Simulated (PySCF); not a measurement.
# C₈H₁₃Cl: circular dichroism and optical rotation, excited states, first hyperpolarisability

What do calculations give for the circular dichroism and optical rotation, excited states, first hyperpolarisability of C₈H₁₃Cl (`Cl/C1=C\CCCCCC1`)?

Computed with PySCF 2.14.0 and routines of our own; the level stands in each step. Atoms count from 0.

### 1 The system as given

22 atoms, charge 0, multiplicity 1; geometry from: GFN2-xTB.

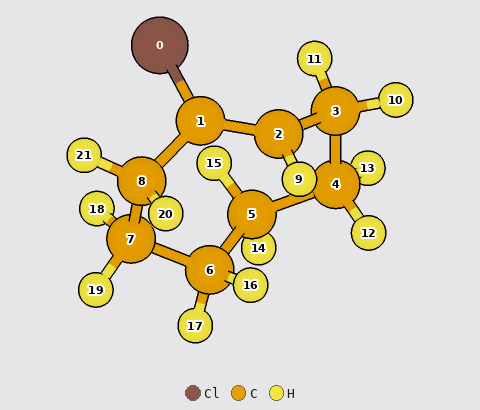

The starting geometry (chlorine brown, carbon amber, hydrogen yellow).

### 2 Relaxing the molecule at PBE0-D3(BJ)/def2-SVP

Job settings and geometry (Å):

```
{"job": {"xc": "PBE0", "basis": "def2-SVP", "d3": "d3bj", "grid": 2, "kind": "geom"}, "charge": 0, "multiplicity": 1}
Cl    -0.042795     1.953526    -1.847442
C     -0.064301     1.588023    -0.145387
C      0.999921     1.099577     0.480171
C      2.089288     0.347063    -0.191649
C      1.601330    -1.121369    -0.144733
C      0.148895    -1.319739    -0.616969
C     -0.962888    -1.036442     0.424872
C     -1.941565     0.104982     0.095226
C     -1.425037     1.519925     0.450862
H      0.927995     0.965331     1.550614
H      3.048748     0.434428     0.318952
H      2.207354     0.663939    -1.226904
H      1.697026    -1.496030     0.876896
H      2.259315    -1.721003    -0.778051
H      0.059177    -2.364496    -0.923911
H     -0.016047    -0.717893    -1.509622
H     -0.516988    -0.850842     1.402184
H     -1.564844    -1.942857     0.523391
H     -2.174721     0.075145    -0.970310
H     -2.871906    -0.063148     0.642090
H     -1.363279     1.627626     1.534104
H     -2.105088     2.273637     0.054766
```

The run is started by

```sh
$ OMP_NUM_THREADS=1 python excited_run.py task.json out
```

One launch serves the whole session: the jobs run in the order shown.

The log of the run:

```text
step   0  E = -771.97459016  max force = 0.015520
step   1  E = -771.97734995  max force = 0.002639
step   2  E = -771.97739888  max force = 0.001078
step   3  E = -771.97741034  max force = 0.000894
step   4  E = -771.97742971  max force = 0.000421
step   5  E = -771.97743720  max force = 0.000391
optimisation converged
```

Wall time 2.6 min (1 thread of Intel Xeon Platinum 8488C, shared host); peak memory 0.9 GiB.

Step by step:

```
step  energy from step 0 (eV)  largest force component (eV/Å)
   0                   0.0000                          0.7981
   1                  -0.0751                          0.1357
   2                  -0.0764                          0.0554
   3                  -0.0767                          0.0460
   4                  -0.0773                          0.0216
   5                  -0.0775                          0.0201
```

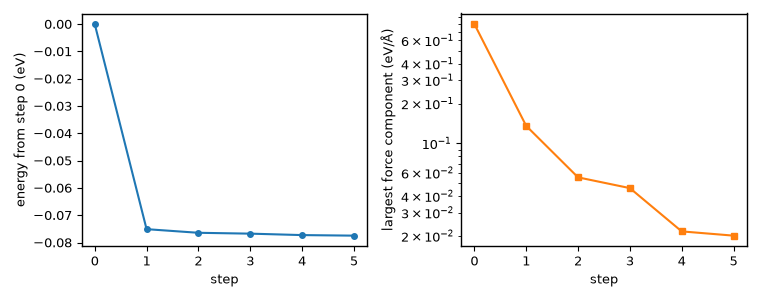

Energy and largest force along the relaxation.

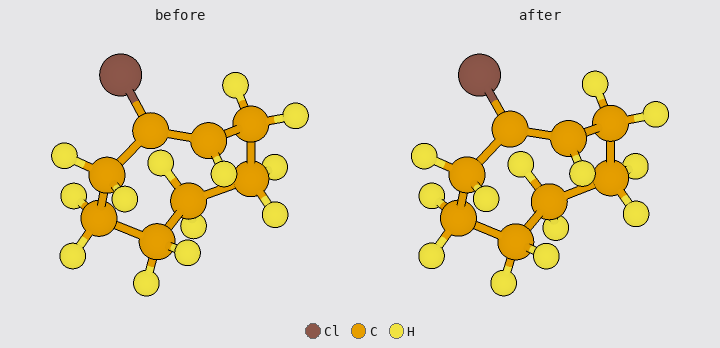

Before and after, at one scale.

Close pairs (by a distance rule), those that changed most:

```
  bond  before (Å)  after (Å)  change (Å)
 C2–H9       1.081      1.097      +0.016
C6–H16       1.090      1.105      +0.015
C5–H15       1.089      1.103      +0.013
C4–H12       1.092      1.105      +0.013
C7–H18       1.091      1.103      +0.012
C8–H20       1.090      1.103      +0.012
C3–H11       1.089      1.100      +0.011
Cl0–C1       1.741      1.752      +0.011
```

The final coordinates are the input of the step that follows.

```
                         at the end point                value
  point group (found at 0.08 Å tolerance)                   C1
rotational constants (GHz, main isotopes)  1.644, 1.380, 1.004
                        dipole moment (D)                 1.72
```

### 3 Circular dichroism and optical rotation: TDDFT CAM-B3LYP/aug-cc-pVDZ

Job settings and geometry (Å):

```
{"job": {"kind": "ecd", "xc": "CAM-B3LYP", "basis": "aug-cc-pVDZ", "nstates": 12}, "charge": 0, "multiplicity": 1}
Cl     0.209505     2.208348    -1.282777
C      0.211478     1.907103     0.443108
C      1.292116     1.419185     1.062214
C      2.363955     0.637052     0.396423
C      1.880542    -0.832255     0.441262
C      0.429122    -1.071328    -0.013957
C     -0.716883    -0.776594     0.992759
C     -1.676452     0.386227     0.688697
C     -1.147002     1.794366     1.041020
H      1.175528     1.266968     2.142094
H      3.341834     0.725342     0.895324
H      2.486129     0.962780    -0.647388
H      1.998388    -1.218175     1.469997
H      2.556704    -1.439059    -0.184685
H      0.361124    -2.135766    -0.290604
H      0.251118    -0.519534    -0.951854
H     -0.297826    -0.645284     2.006374
H     -1.341009    -1.682312     1.063337
H     -1.937706     0.367759    -0.383203
H     -2.620936     0.226188     1.235284
H     -1.059593     1.891760     2.135762
H     -1.841110     2.570410     0.684033
```

Level: TDDFT CAM-B3LYP/aug-cc-pVDZ circular dichroism and optical rotation, one conformer, gas phase.

The log of the run:

```text
coarse grid: 18376 points
cycle   1  E = -772.6293456263  dE =  1.360e+00  |g| = 3.665e-01  |ddm| = 1.562e+01
cycle   2  E = -772.6404026852  dE = -1.106e-02  |g| = 3.513e-01  |ddm| = 2.419e+00
cycle   3  E = -772.6689369476  dE = -2.853e-02  |g| = 7.256e-02  |ddm| = 1.100e+00
cycle   4  E = -772.6700922766  dE = -1.155e-03  |g| = 3.507e-02  |ddm| = 2.699e-01
cycle   5  E = -772.6704028620  dE = -3.106e-04  |g| = 6.803e-03  |ddm| = 1.297e-01
cycle   6  E = -772.6704158095  dE = -1.295e-05  |g| = 1.537e-03  |ddm| = 2.945e-02
cycle   7  E = -772.6704165289  dE = -7.194e-07  |g| = 5.680e-04  |ddm| = 7.593e-03
final grid: 171248 points
cycle   8  E = -772.7044212517  dE = -6.485e-05  |g| = 4.100e-03  |ddm| = 3.977e-01
cycle   9  E = -772.7044227643  dE = -1.513e-06  |g| = 3.502e-03  |ddm| = 5.040e-02
cycle  10  E = -772.7044258769  dE = -3.113e-06  |g| = 7.133e-04  |ddm| = 1.280e-02
cycle  11  E = -772.7044259986  dE = -1.217e-07  |g| = 2.212e-04  |ddm| = 2.841e-03
cycle  12  E = -772.7044260096  dE = -1.096e-08  |g| = 1.105e-04  |ddm| = 1.154e-03
cycle  13  E = -772.7044260126  dE = -3.054e-09  |g| = 1.251e-05  |ddm| = 3.663e-04
cycle  14  E = -772.7044260127  dE = -5.912e-11  |g| = 7.011e-06  |ddm| = 7.582e-05
converged SCF energy = -772.7044260127

Singlet excitations and rotatory strengths (1e-40 esu^2 cm^2)
state   eV       nm     f(len)   f(vel)    R(len)    R(vel)   main configurations
  1   5.7106   217.1  0.04642  0.04538    13.326    12.620   H->L 0.41, H->L+2 0.15, H->L+1 0.12
  2   6.0983   203.3  0.14683  0.14243    75.042    71.740   H->L+1 0.34, H->L+4 0.20, H->L 0.18
  3   6.4694   191.6  0.01914  0.01855   -14.111   -13.827   H->L+3 0.17, H->L 0.15, H->L+8 0.10
  4   6.5356   189.7  0.02332  0.02315   -15.638   -15.098   H->L+3 0.31, H->L+2 0.23, H->L+4 0.09
  5   6.6100   187.6  0.01486  0.01472   -18.960   -18.896   H->L+1 0.30, H->L+4 0.29, H->L+2 0.19
  6   6.8123   182.0  0.00882  0.00845     7.902     7.919   H->L+2 0.25, H->L+3 0.25, H->L 0.17
  7   7.1984   172.2  0.00386  0.00378    -5.144    -5.130   H->L+7 0.72
  8   7.2501   171.0  0.00553  0.00562     5.814     5.871   H-1->L+4 0.17, H-1->L+1 0.17, H->L+6 0.15
  9   7.2853   170.2  0.01803  0.01757   -20.962   -20.900   H->L+6 0.38, H-1->L+4 0.09
 10   7.3307   169.1  0.00724  0.00679     8.421     8.226   H->L+5 0.50, H->L+8 0.19
 11   7.4606   166.2  0.00063  0.00060     2.812     2.719   H->L+9 0.68, H->L+3 0.09
 12   7.5396   164.4  0.03055  0.02963   -24.658   -24.533   H->L+8 0.32, H->L+5 0.11, H->L+12 0.11

Specific rotation (deg / (dm g/mL))
    nm     length   length(OI)   velocity    alpha(len)  alpha(vel)
  633.0     154.13     154.09     139.57      109.370    108.177
  589.3     183.91     183.83     166.63      109.793    108.594
  546.0     223.49     223.35     202.63      110.326    109.120
  436.0     419.03     418.44     381.06      112.581    111.345
  405.0     527.84     526.91     480.69      113.638    112.387
  365.0     753.82     752.04     688.21      115.529    114.251
  355.0     835.50     833.37     763.38      116.135    114.848
```

It took 5 min on 1 thread of Intel Xeon Platinum 8488C, shared host; peak memory 1.6 GiB.

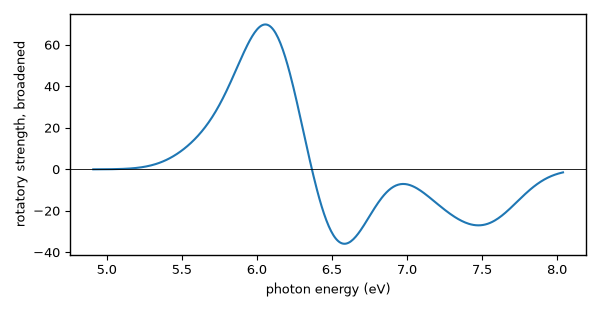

Circular dichroism: velocity-form rotatory strengths under Gaussians of 0.3 eV half-width at 1/e.

### 4 Excited states: TDA CAM-B3LYP/aug-cc-pVDZ

The job, as its differences from that of step 3:

```diff
@@ -1,2 +1,2 @@
-{"job": {"kind": "ecd", "xc": "CAM-B3LYP", "basis": "aug-cc-pVDZ", "nstates": 12}, "charge": 0, "multiplicity": 1}
+{"job": {"kind": "states", "xc": "CAM-B3LYP", "basis": "aug-cc-pVDZ", "tda": true, "soc": true, "nstates": 6, "ntriplets": 5, "nquad": 4}, "charge": 0, "multiplicity": 1}
 Cl     0.209505     2.208348    -1.282777
```

With the program's defaults for keys left out, this is: TDA CAM-B3LYP/aug-cc-pVDZ excited states, vertical, gas phase, spin-orbit mean-field couplings.

The log of the run:

```text
coarse grid: 18376 points
cycle   1  E = -772.6293456263  dE =  1.360e+00  |g| = 3.665e-01  |ddm| = 1.562e+01
cycle   2  E = -772.6404026852  dE = -1.106e-02  |g| = 3.513e-01  |ddm| = 2.419e+00
cycle   3  E = -772.6689369476  dE = -2.853e-02  |g| = 7.256e-02  |ddm| = 1.100e+00
cycle   4  E = -772.6700922766  dE = -1.155e-03  |g| = 3.507e-02  |ddm| = 2.699e-01
cycle   5  E = -772.6704028620  dE = -3.106e-04  |g| = 6.803e-03  |ddm| = 1.297e-01
cycle   6  E = -772.6704158095  dE = -1.295e-05  |g| = 1.537e-03  |ddm| = 2.945e-02
cycle   7  E = -772.6704165289  dE = -7.194e-07  |g| = 5.680e-04  |ddm| = 7.593e-03
final grid: 171248 points
cycle   8  E = -772.7044212517  dE = -6.485e-05  |g| = 4.100e-03  |ddm| = 3.977e-01
cycle   9  E = -772.7044227643  dE = -1.513e-06  |g| = 3.502e-03  |ddm| = 5.040e-02
cycle  10  E = -772.7044258769  dE = -3.113e-06  |g| = 7.133e-04  |ddm| = 1.280e-02
cycle  11  E = -772.7044259986  dE = -1.217e-07  |g| = 2.212e-04  |ddm| = 2.841e-03
cycle  12  E = -772.7044260096  dE = -1.097e-08  |g| = 1.105e-04  |ddm| = 1.154e-03
cycle  13  E = -772.7044260126  dE = -3.050e-09  |g| = 1.251e-05  |ddm| = 3.663e-04
cycle  14  E = -772.7044260127  dE = -6.116e-11  |g| = 7.011e-06  |ddm| = 7.582e-05
converged SCF energy = -772.7044260127

Singlet excitations
state   eV       nm        f     d(h-e)  d(exc)  Lambda  PR(NTO)  |dmu|/D   mu/D   main configurations
  1   5.7848   214.3   0.02069   1.241   3.849   0.267   1.022    5.517    4.777   H->L 0.52, H->L+2 0.14, H->L+5 0.08
  2   6.2762   197.5   0.16558   1.587   4.155   0.359   1.060    6.380    6.690   H->L+1 0.53, H->L+4 0.10, H->L 0.08
  3   6.4811   191.3   0.02888   1.923   4.384   0.291   1.015    8.084    8.724   H->L+3 0.16, H->L 0.13, H->L+2 0.11
  4   6.5617   189.0   0.04212   0.793   4.561   0.272   1.034    2.818    2.282   H->L+2 0.25, H->L+3 0.22, H->L+8 0.10
  5   6.6437   186.6   0.03118   1.260   4.737   0.377   1.038                     H->L+4 0.39, H->L+3 0.16, H->L+2 0.15
  6   6.8451   181.1   0.02433   2.682   5.461   0.327   1.051                     H->L+4 0.25, H->L+2 0.21, H->L+3 0.19

Triplet excitations (Tamm-Dancoff)
state   eV     d(h-e)  d(exc)  Lambda  PR(NTO)   main configurations
  1   3.6234   0.103   2.326   0.431   1.008   H->L+4 0.33, H->L+1 0.18, H->L+6 0.15
  2   5.6006   0.305   3.502   0.277   1.021   H->L 0.36, H->L+5 0.11, H->L+14 0.10
  3   6.3000   0.980   4.149   0.296   1.036   H->L 0.36, H->L+8 0.13
  4   6.4499   0.895   4.636   0.243   1.029   H->L+3 0.46, H->L+2 0.27
  5   6.5452   1.150   5.184   0.361   1.022   H->L+1 0.54, H->L+2 0.22, H->L+4 0.15
S1 - T1 = 2.1613 eV

Spin-orbit couplings |<S|Hso|T>| (cm-1)
             T1       T2       T3       T4       T5
S0        5.489   76.200   61.455    5.186   19.971
S1       14.680    3.049    2.619    2.194    6.729
S2        3.757    7.419    3.610    4.920    4.497
S3       12.605    5.788    1.865    1.979    7.297
S4        6.330    3.552    1.604    2.262    3.834
S5        7.748    8.899    6.534    2.642    2.841
S6        7.421   10.776    7.343    4.252    3.519
T1 sublevels (cm-1): 0.000 0.002 0.004   radiative rates (1/s): 7.59 2.81 0.125
```

It took 2.4 min on 1 thread of Intel Xeon Platinum 8488C, shared host; peak memory 1.5 GiB.

Key values:

```
  quantity    value
S1 less T1  2.16 eV
```

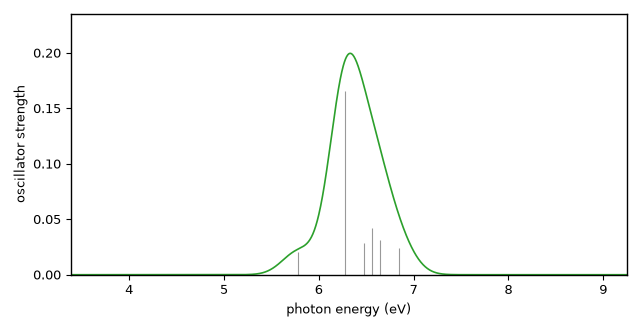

Absorption lines of the singlets. Lines are broadened to a width of 0.40 eV (Gaussian).

### 5 Excited states: TDDFT CAM-B3LYP/aug-cc-pVDZ

The job, as its differences from that of step 4:

```diff
@@ -1,2 +1,2 @@
-{"job": {"kind": "states", "xc": "CAM-B3LYP", "basis": "aug-cc-pVDZ", "tda": true, "soc": true, "nstates": 6, "ntriplets": 5, "nquad": 4}, "charge": 0, "multiplicity": 1}
+{"job": {"kind": "states", "xc": "CAM-B3LYP", "basis": "aug-cc-pVDZ", "tpa": true, "nstates": 8, "nquad": 6, "ntriplets": 0}, "charge": 0, "multiplicity": 1}
 Cl     0.209505     2.208348    -1.282777
```

With the program's defaults for keys left out, this is: TDDFT CAM-B3LYP/aug-cc-pVDZ excited states, vertical, gas phase, two-photon moments by quadratic response.

The log of the run:

```text
coarse grid: 18376 points
cycle   1  E = -772.6293456263  dE =  1.360e+00  |g| = 3.665e-01  |ddm| = 1.562e+01
cycle   2  E = -772.6404026852  dE = -1.106e-02  |g| = 3.513e-01  |ddm| = 2.419e+00
cycle   3  E = -772.6689369476  dE = -2.853e-02  |g| = 7.256e-02  |ddm| = 1.100e+00
cycle   4  E = -772.6700922766  dE = -1.155e-03  |g| = 3.507e-02  |ddm| = 2.699e-01
cycle   5  E = -772.6704028620  dE = -3.106e-04  |g| = 6.803e-03  |ddm| = 1.297e-01
cycle   6  E = -772.6704158095  dE = -1.295e-05  |g| = 1.537e-03  |ddm| = 2.945e-02
cycle   7  E = -772.6704165289  dE = -7.194e-07  |g| = 5.680e-04  |ddm| = 7.593e-03
final grid: 171248 points
cycle   8  E = -772.7044212517  dE = -6.485e-05  |g| = 4.100e-03  |ddm| = 3.977e-01
cycle   9  E = -772.7044227643  dE = -1.513e-06  |g| = 3.502e-03  |ddm| = 5.040e-02
cycle  10  E = -772.7044258769  dE = -3.113e-06  |g| = 7.133e-04  |ddm| = 1.280e-02
cycle  11  E = -772.7044259986  dE = -1.217e-07  |g| = 2.212e-04  |ddm| = 2.841e-03
cycle  12  E = -772.7044260096  dE = -1.097e-08  |g| = 1.105e-04  |ddm| = 1.154e-03
cycle  13  E = -772.7044260126  dE = -3.055e-09  |g| = 1.251e-05  |ddm| = 3.663e-04
cycle  14  E = -772.7044260127  dE = -5.844e-11  |g| = 7.011e-06  |ddm| = 7.582e-05
converged SCF energy = -772.7044260127

Singlet excitations
state   eV       nm        f     d(h-e)  d(exc)  Lambda  PR(NTO)  |dmu|/D   mu/D   delta(TPA)   sigma/GM   main configurations
  1   5.7107   217.1   0.04643   1.106   3.640   0.290   1.047    4.663    4.060       28.49      0.340   H->L 0.41, H->L+2 0.15, H->L+1 0.12
  2   6.0987   203.3   0.14684   0.991   3.875   0.369   1.091    3.738    3.866      103.36      1.408   H->L+1 0.34, H->L+4 0.20, H->L 0.18
  3   6.4695   191.6   0.01922   1.822   4.334   0.287   1.016    7.616    8.364      108.28      1.660   H->L+3 0.17, H->L 0.15, H->L+8 0.10
  4   6.5357   189.7   0.02328   0.618   4.528   0.272   1.033    1.659    1.965       25.06      0.392   H->L+3 0.31, H->L+2 0.22, H->L+4 0.09
  5   6.6101   187.6   0.01486   1.389   4.951   0.375   1.024    6.316    5.985       35.51      0.568   H->L+1 0.30, H->L+4 0.29, H->L+2 0.19
  6   6.8123   182.0   0.00883   2.906   5.635   0.283   1.029   10.975    9.540      265.52      4.514   H->L+2 0.25, H->L+3 0.25, H->L 0.17
  7   7.1984   172.2   0.00386   1.265   5.218   0.257   1.079                                            H->L+7 0.72
  8   7.2501   171.0   0.00552   0.950   4.132   0.301   1.934                                            H-1->L+4 0.17, H-1->L+1 0.17, H->L+6 0.15
```

Wall time 3.1 min (1 thread of Intel Xeon Platinum 8488C, shared host); peak memory 1.6 GiB.

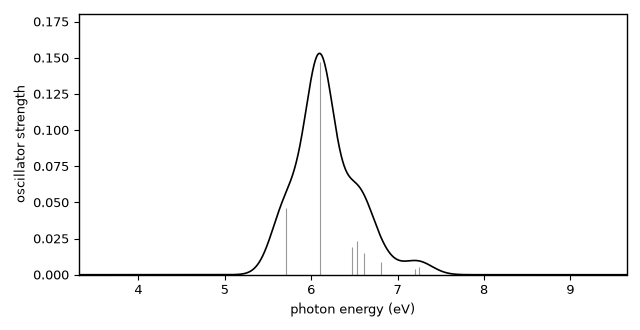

Absorption lines of the singlets. Lines are broadened to a width of 0.40 eV (Gaussian).

### 6 First hyperpolarisability: quadratic response CAM-B3LYP/aug-cc-pVDZ

The job, as its differences from that of step 5:

```diff
@@ -1,2 +1,2 @@
-{"job": {"kind": "states", "xc": "CAM-B3LYP", "basis": "aug-cc-pVDZ", "tpa": true, "nstates": 8, "nquad": 6, "ntriplets": 0}, "charge": 0, "multiplicity": 1}
+{"job": {"kind": "beta", "xc": "CAM-B3LYP", "basis": "aug-cc-pVDZ"}, "charge": 0, "multiplicity": 1}
 Cl     0.209505     2.208348    -1.282777
```

Level: quadratic response CAM-B3LYP/aug-cc-pVDZ first hyperpolarisability, Taylor convention, gas phase.

The log of the run:

```text
coarse grid: 18376 points
cycle   1  E = -772.6293456263  dE =  1.360e+00  |g| = 3.665e-01  |ddm| = 1.562e+01
cycle   2  E = -772.6404026852  dE = -1.106e-02  |g| = 3.513e-01  |ddm| = 2.419e+00
cycle   3  E = -772.6689369476  dE = -2.853e-02  |g| = 7.256e-02  |ddm| = 1.100e+00
cycle   4  E = -772.6700922766  dE = -1.155e-03  |g| = 3.507e-02  |ddm| = 2.699e-01
cycle   5  E = -772.6704028620  dE = -3.106e-04  |g| = 6.803e-03  |ddm| = 1.297e-01
cycle   6  E = -772.6704158095  dE = -1.295e-05  |g| = 1.537e-03  |ddm| = 2.945e-02
cycle   7  E = -772.6704165289  dE = -7.194e-07  |g| = 5.680e-04  |ddm| = 7.593e-03
final grid: 171248 points
cycle   8  E = -772.7044212517  dE = -6.485e-05  |g| = 4.100e-03  |ddm| = 3.977e-01
cycle   9  E = -772.7044227643  dE = -1.513e-06  |g| = 3.502e-03  |ddm| = 5.040e-02
cycle  10  E = -772.7044258769  dE = -3.113e-06  |g| = 7.133e-04  |ddm| = 1.280e-02
cycle  11  E = -772.7044259986  dE = -1.217e-07  |g| = 2.212e-04  |ddm| = 2.841e-03
cycle  12  E = -772.7044260096  dE = -1.097e-08  |g| = 1.105e-04  |ddm| = 1.154e-03
cycle  13  E = -772.7044260126  dE = -3.048e-09  |g| = 1.251e-05  |ddm| = 3.663e-04
cycle  14  E = -772.7044260127  dE = -6.207e-11  |g| = 7.011e-06  |ddm| = 7.582e-05
converged SCF energy = -772.7044260127

Lowest singlets (eV, f): 5.7107 0.0464  6.0987 0.1468  6.4695 0.0192

First hyperpolarisability (au)
process     nm      |vector|   parallel      HRS      DR
static         -       87.71      -24.1      35.25   5.561
shg       1907.0       92.31     -25.91      37.01   5.625
eope      1907.0       89.19     -24.68          -       -
shg       1064.0      104.27     -30.74      41.56    5.76
eope      1064.0       92.65     -26.04          -       -
```

Run time: 2.2 min. Hardware: 1 thread of Intel Xeon Platinum 8488C, shared host; peak memory 1.5 GiB.

### 7 Results

| quantity | value |
| --- | --- |
| point group | C1 |
| rotational constants (main isotopes) | 1.64, 1.38, 1.00 GHz |
| state of largest rotatory strength (velocity form) among 12 (step 3, TDDFT CAM-B3LYP/aug-cc-pVDZ) | 6.10 eV, R = +71.7 (velocity), +75.0 (length) ·10⁻⁴⁰ esu² cm² |
| specific rotation at 633.0 nm (step 3, TDDFT CAM-B3LYP/aug-cc-pVDZ) | 139.6 (velocity), 154.1 (length) |
| S1 less T1 (step 4, TDA CAM-B3LYP/aug-cc-pVDZ) | 2.16 eV |
| β vector (step 6, quadratic response CAM-B3LYP/aug-cc-pVDZ) | static 88, SHG 1907.0 nm 92, SHG 1064.0 nm 104 au |

In words: Over 5 steps the energy fell by 0.077 eV; of the close pairs, C2–H9 changed most, 1.081 to 1.097 Å. No frequency check was run at this level, so the end point may be a saddle. Rotations belong to one conformer and to the handedness of the start; where its mirror image forms freely, a sample shows none. The length form depends on the origin in a finite basis. In step 4, the number of triplets below S1 is 2, and the largest singlet-triplet spin-orbit coupling is S0–T2, 76.20 cm⁻¹. β grows from 88 au (static) to 104 au for doubling at 1064.0 nm: normal dispersion, which grows as twice the photon energy moves toward the bright states.
